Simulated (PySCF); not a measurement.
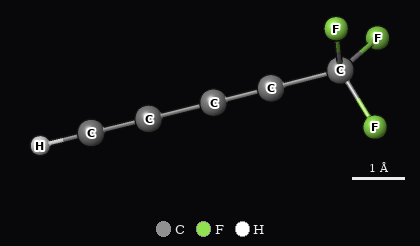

Fig. 1: The input geometry (ball-and-stick view, seen at a tilt). Bond lengths as drawn: C–C 1.21 to 1.47 Å, C–F 1.33 Å and C–H 1.08 Å.

## Excited-state calculation, with input and output: C$_{5}$HF$_{3}$

C$_{5}$HF$_{3}$, SMILES C#CC#CC(F)(F)F, computed with TDDFT CAM-B3LYP/def2-SVPD, vertical, gas phase, core orbitals frozen in the response (PySCF 2.14.0).

The geometry comes from this level: PBE0-D3(BJ)/def2-SVP. It belongs to a series of runs on one base structure; here: H on C replaced by CF3.

What the program printed
```
coarse grid: 9312 points
cycle   1  E = -489.7686670013  dE =  1.537e+00  |g| = 9.319e-01  |ddm| = 1.733e+01
cycle   2  E = -489.7109205079  dE =  5.775e-02  |g| = 1.171e+00  |ddm| = 3.635e+00
cycle   3  E = -489.9294177844  dE = -2.185e-01  |g| = 1.306e-01  |ddm| = 3.028e+00
cycle   4  E = -489.9322577508  dE = -2.840e-03  |g| = 6.856e-02  |ddm| = 6.260e-01
cycle   5  E = -489.9333796134  dE = -1.122e-03  |g| = 1.797e-02  |ddm| = 2.672e-01
cycle   6  E = -489.9334462745  dE = -6.666e-05  |g| = 3.939e-03  |ddm| = 7.120e-02
cycle   7  E = -489.9334488500  dE = -2.575e-06  |g| = 2.362e-03  |ddm| = 1.873e-02
final grid: 96224 points
cycle   8  E = -490.0107846748  dE = -2.280e-05  |g| = 5.306e-03  |ddm| = 2.031e-01
cycle   9  E = -490.0107752544  dE =  9.420e-06  |g| = 8.243e-03  |ddm| = 2.772e-02
cycle  10  E = -490.0107906733  dE = -1.542e-05  |g| = 7.776e-04  |ddm| = 1.734e-02
cycle  11  E = -490.0107907879  dE = -1.146e-07  |g| = 1.819e-04  |ddm| = 1.759e-03
cycle  12  E = -490.0107907929  dE = -4.980e-09  |g| = 8.630e-05  |ddm| = 4.763e-04
cycle  13  E = -490.0107907947  dE = -1.835e-09  |g| = 2.176e-05  |ddm| = 3.193e-04
cycle  14  E = -490.0107907949  dE = -1.211e-10  |g| = 3.208e-06  |ddm| = 9.883e-05
```

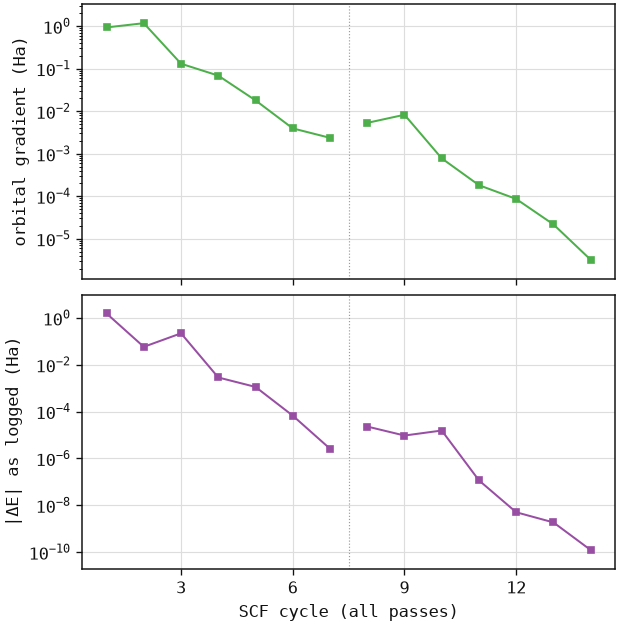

Fig. 2: Convergence of the self-consistent field: orbital gradient and size of the energy change against the SCF cycle. The dotted line marks the change from a coarse to the final integration grid. The first 7 cycles use a coarse grid, the final grid takes over at cycle 8, and the field converges after 14 cycles in all.

```
converged SCF energy = -490.0107907949

Static polarisability (au): isotropic 65.017, principal 41.164 41.167 112.720

Singlet excitations
state   eV       nm        f      main configurations
  1   4.6146    268.7   0.00000   H->L+1 0.28, H-1->L 0.28, H->L 0.21
  2   4.8222    257.1   0.00002   H-1->L 0.26, H->L+1 0.26, H-1->L+1 0.23
  3   4.8224    257.1   0.00002   H-1->L+1 0.26, H->L 0.26, H->L+1 0.23
  4   7.0646    175.5   0.00000   H-3->L 0.30, H-2->L+1 0.30, H-2->L 0.13
  5   7.3699    168.2   0.00004   H-3->L+1 0.28, H-2->L 0.28, H-3->L 0.17
  6   7.3701    168.2   0.00002   H-2->L+1 0.28, H-3->L 0.28, H-3->L+1 0.17
```

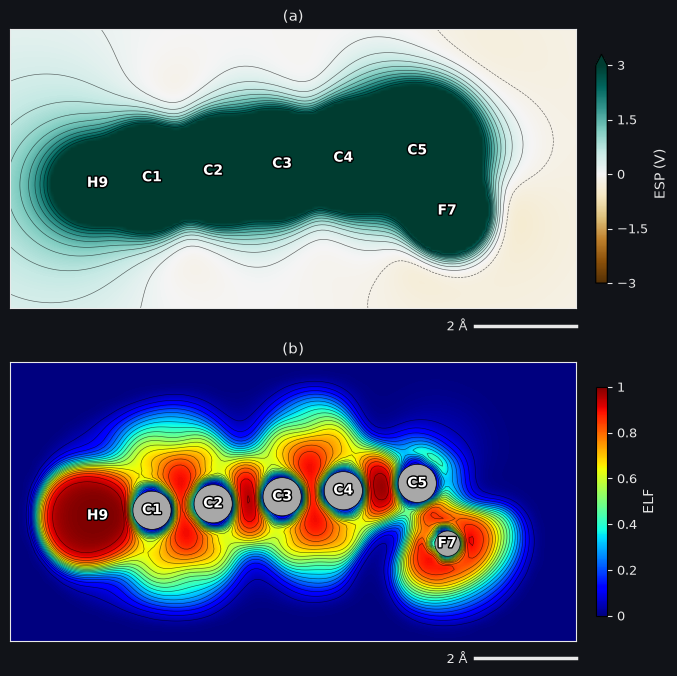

Fig. 3: (a) molecular electrostatic potential; (b) electron localisation function on the plane of atoms C4, C5 and F7. Grey discs, where drawn, cover atomic cores. Atoms in the plane: C, F and H. C–C (1.21 Å): the ELF peaks at about 0.90 between the atoms; a multiple bond by its length, whose ELF region spreads away from the axis. C–C (1.37 Å): the ELF peaks at about 0.95 between the atoms, as expected for localised, shared-pair bonding.

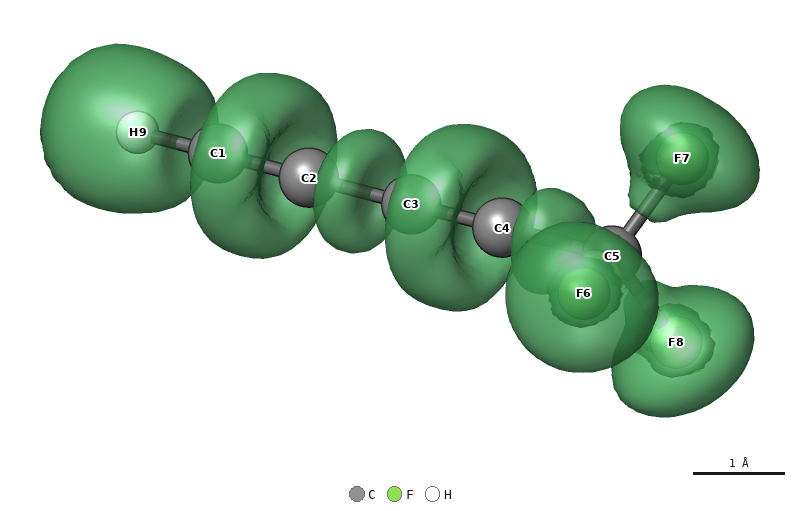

Fig. 4: Isosurface of the electron localisation function at 0.75 (green), seen at a tilt. Only the valence region is drawn (cores and ρ < 0.01 e/Å³ removed). Profiles from the grid: C–C (1.21 Å): the ELF peaks at about 0.90 between the atoms (a double or triple bond).

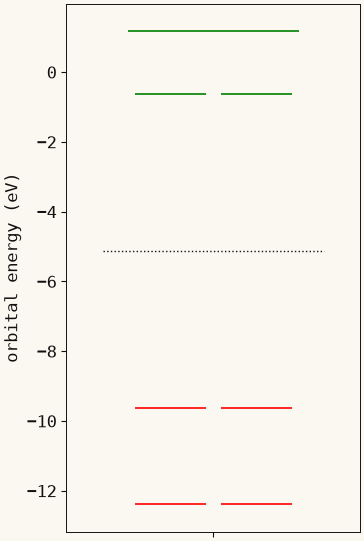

Fig. 5: Orbital energies near the frontier; the dotted line parts filled from empty levels, and levels within 0.02 eV of each other stand side by side. Highest filled −9.62 eV, lowest empty −0.63 eV, 8.99 eV apart.

This output came from the following input.

Input
```
{"job": {"kind": "uv", "xc": "CAM-B3LYP", "basis": "def2-SVPD", "dynamic": true, "nstates": 6, "ntriplets": 0}, "charge": 0, "multiplicity": 1}
C      3.192159    -0.102453    -0.449579
C      1.991197    -0.059488    -0.267120
C      0.637568    -0.016319    -0.059795
C     -0.562295     0.017061     0.125021
C     -2.010736     0.059813     0.356840
F     -2.302393     0.826221     1.406335
F     -2.492982    -1.159009     0.593822
F     -2.649368     0.554909    -0.701741
H      4.254786    -0.137862    -0.610439
```

The first line tells a small driver script what to run in PySCF; the rest is the geometry in Å.

Launch command:
```bash
OMP_NUM_THREADS=1 python <driver script> task.json out
```

Summary

- outcome: converged
- total energy: −490.010791 hartree
- HOMO: −9.62 eV
- LUMO: −0.63 eV
- dipole moment: 2.95 D
- mean polarisability: 65.02 a.u.
- lowest excitation: 4.61 eV
- hardware: 1 CPU thread, shared host
- wall time: 84 s
- peak memory: 0.78 GiB
